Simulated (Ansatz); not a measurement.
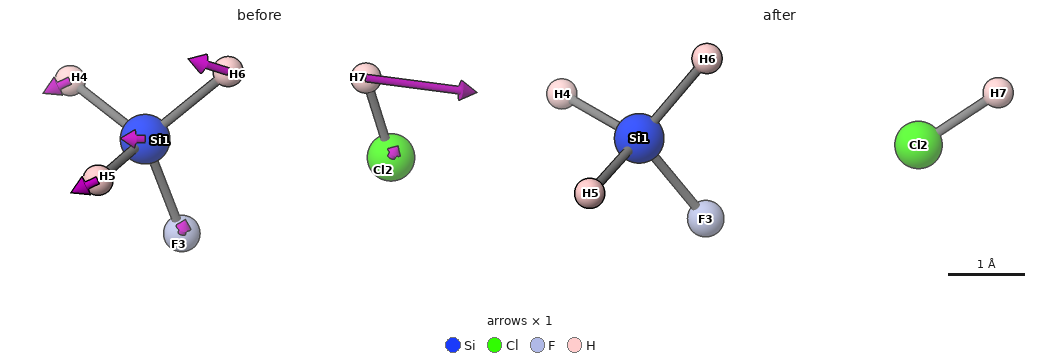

The structure of SiH4ClF before (left) and after (right) a relaxation, at one scale. The purple arrows give the displacements, at their true length.

The picture is a ball-and-stick view, seen at a tilt.

The run prepares an end point of a later path (reaction) calculation, from a guessed geometry.

Level of theory: Ansatz, RKS CAM-B3LYP-D4/def2-SVP. Settings: no spin polarisation; force threshold 0.03 eV/Å; at most 50 steps.

What changed between the two?

The energy falls by 19.7 kJ/mol in 25 accepted moves (31 points after the start). The largest force component goes from 1.2 to 0.0012 eV/Å. The line search rejected the trial steps at points 8, 11, 17, 21, 24, 27 of the run. The forces were under the threshold at step 10, but the run went on from there. H7 moves most after the best rigid fit: 1.55 Å. Largest moves by element: H 1.55 Å, Si 0.35 Å, F 0.24 Å, Cl 0.21 Å. Some distances before and after: Cl2–H7 1.329 → 1.287 Å, Si1–H6 1.468 → 1.482 Å, Si1–F3 1.615 → 1.622 Å. Bond angles that change, for instance: F3–Si1–H6 113.1° → 108.9°.
